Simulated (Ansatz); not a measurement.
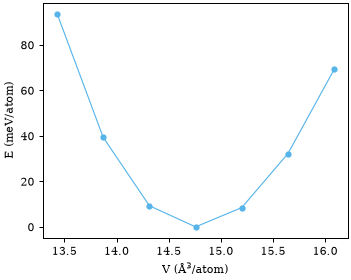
Figure: TiTc (CsCl type, Pm-3m) under volume change, r²SCAN in the plane-wave PAW code Ansatz, scaled uniformly.

Problem. What does a third-order Birch–Murnaghan fit give for V₀, B₀ and B′?

Solution. V₀ = 14.76 Å³/atom, B₀ = 215 GPa, B′ = 4.1.

The workflow started from an entry of the Crystallography Open Database (COD). Whether it is the stable phase at ambient conditions was not checked. The cell was relaxed with r²SCAN under the symmetry of its start; its stability against distortions is not shown here. The run is not spin-polarised.

Potentials: the later of the program's two PAW sets.
